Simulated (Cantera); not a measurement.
A closed system holds: 1 mol Fe₃O₄, 5.3 mol CH₄, 8.6 mol N₂, 4.8 mol CO, equilibrated at 2327 °C.

These are equilibrium values from Cantera (NASA tables, ideal gas, pure condensed phases), not measurements of a reactor. Candidate condensed phases: C, C₆H₆, C₇H₈, C₈H₁₈, Fe, Fe(CO)₅, FeO, Fe(OH)₂, Fe(OH)₃, Fe₂O₃, Fe₃O₄, H₂O; 140 gas species. Iron dissolves carbon and melts from about 1420 K in contact with it, which pure phases cannot show. Condensed phases not in the tables: cementite and carbon dissolved in iron. Rates play no part.

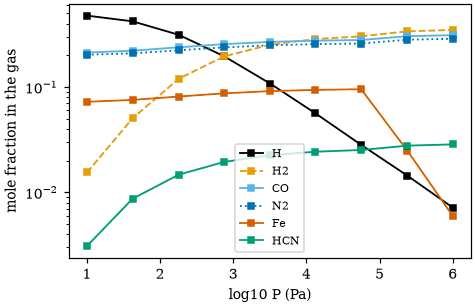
Figure: Equilibrium gas composition (values under 1e-9 drawn at 1e-9)

From 0.000100 bar to 0.000420 bar nothing is condensed. From 0.00180 bar to 0.560 bar the condensed part is C(graphite). From 2.40 bar to 10.0 bar the condensed part is C(graphite) + Fe(l). The main Fe-bearing gas is Fe throughout.
